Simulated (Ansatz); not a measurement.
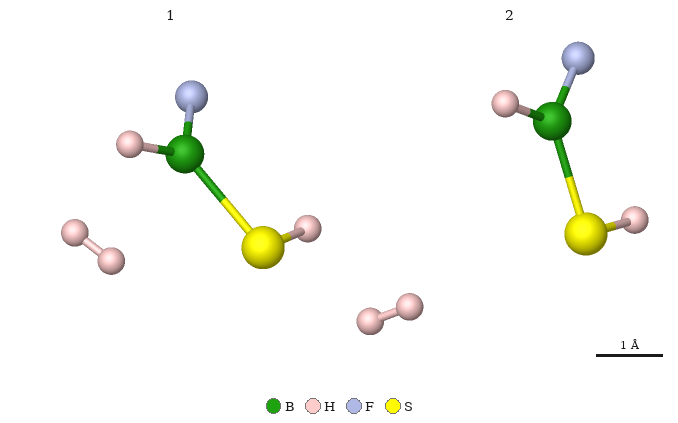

Two geometries of BH$_{4}$SF, drawn at one scale. One is the start of a relaxation, the other its converged end. A ball-and-stick model, seen at a tilt.

Level of theory: RKS B3LYP/def2-SVP in Ansatz. Set-up: no spin polarisation; force threshold 0.03 eV/Å; at most 50 steps.

Which of the two is the end point?

Structure 2 is the relaxed one. The run prepares an end point of a later path (reaction) calculation, from a guessed geometry. After 28 accepted moves (33 points after the start) the energy has fallen by 5.83 kcal/mol. The largest force component goes from 1.7 to 0.016 eV/Å. The line search rejected the trial steps at points 11, 14, 17, 31, 32 of the run. The forces were under the threshold at step 13, but the run went on from there. The largest move after the best rigid fit is that of an H atom, 1.67 Å. By element the largest moves are H 1.67 Å, F 1.06 Å, B 0.74 Å, S 0.32 Å. Near-neighbour distances that change, for instance: B–S 1.858 → 1.802 Å, H–H 0.720 → 0.761 Å, B–H 1.198 → 1.204 Å.

Limits of the set-up: the start holds two separate molecules, 2.2 Å apart at their closest, whose relative position is a soft coordinate and is computed without a dispersion correction.
